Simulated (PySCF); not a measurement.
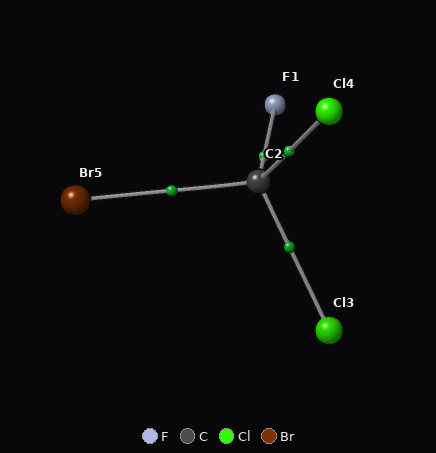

Figure 1: CBrCl2F, SMILES `FC(Cl)(Cl)Br`. Molecular graph of the electron density (QTAIM): bond paths, bond critical points (green), ring points (magenta, if any); weak paths are dashed.

Level of theory: HF/def2-SVP (PySCF), at a geometry from GFN2-xTB. No frequency check shows the geometry to be a minimum. GFN2-xTB bond lengths at metals and heavier atoms can be off by up to 0.1 Å and shapes distorted, which carries into these values.

> How many critical points of each kind are there, and does the count close?

5 nuclei, 4 bond, 0 ring and 0 cage critical points: 5 − 4 + 0 − 0 = 1, as the Poincaré–Hopf relation requires.

> Tabulate density, Laplacian, ellipticity and energy density at the bond critical points (atomic units).

| bond | length (Å) | ρ (a.u.) | ∇²ρ (a.u.) | ε | H (a.u.) |
| --- | --- | --- | --- | --- | --- |
| F1–C2 | 1.332 | 0.277 | 0.00 | 0.02 | −0.418 |
| C2–Cl3 (2 alike) | 1.772 | 0.202 | −0.34 | 0.03 | −0.141 |
| C2–Br5 | 1.953 | 0.159 | −0.21 | 0.02 | −0.100 |

> What kind of interaction is C2–Cl3?

Shared-shell (covalent): ρ = 0.202, ∇²ρ = −0.34, H = −0.141 a.u.
